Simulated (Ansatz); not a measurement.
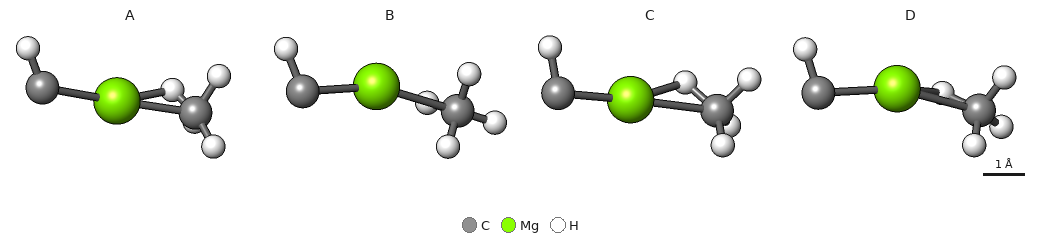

4 geometries from one relaxation of C₂H₅Mg (charge +1), in shuffled order. The picture is a ball-and-stick view, seen at a tilt.

It is one of the separated reactants of a reaction.

Computed with RKS PBE-D4/def2-SVP (Ansatz 0.2.0). Settings: force threshold 0.03 eV/Å; at most 250 steps.

Question: Order the frames from highest to lowest energy.

Answer: A, C, D, B. They are steps 0, 2, 4, 8, at +3.870 eV, +0.557 eV, +0.080 eV relative to the last. Over 8 geometry steps the energy falls by 3.870 eV. The largest force component goes from 11 to 0.0049 eV/Å. The atom that moves furthest after the best rigid fit is an H atom (1.03 Å). By element the largest moves are H 1.03 Å, Mg 0.48 Å, C 0.30 Å. Near-neighbour distances that change, for instance: H–Mg 1.720 → 2.401 Å, C–Mg 2.066 → 2.422 Å, C–H 0.880 → 1.114 Å, C–Mg 2.225 → 2.169 Å. Bonds break, among them: H–Mg (1.72 → 2.40 Å). Bond angles that change, for instance: Mg–C–H 108.2° → 179.2°, H–C–H 163.3° → 113.9°, Mg–C–H 109.6° → 74.7°. Groups turn about C–Mg by about 100°. Cost: 8.5 s on 2 threads of Arm Neoverse V2, on a shared host.
